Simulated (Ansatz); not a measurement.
## A computed series for hypothetical zinc blende SnSe: pressure series

Take SnSe in the zinc blende structure (space group F-43m, No. 216; a = 6.7786 Å; a hypothetical phase, not in the database extracts checked) as the base.

Cell and atoms are relaxed at each pressure.

Levels (all Ansatz, a quantum-chemistry and plane-wave program, PAW): PBE (420 eV, no spin-orbit coupling); PBEsol (420 eV, without spin-orbit coupling).

The base cell above is that of PBE; each level relaxes its own structures.

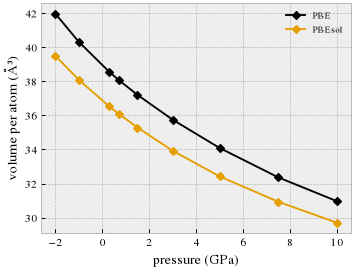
Fig. 1. Volume per atom under two levels

Task: How do the two levels compare along the series?

Result: PBE lies above PBEsol in every row, by 1.26 Å³ to 2.47 Å³. They put the cases in the same order.

Load acts through the strain it causes; cell and atoms are relaxed under it. Stability against distortions was not tested. Competing high-pressure phases were not computed. The final runs are not spin-polarised.
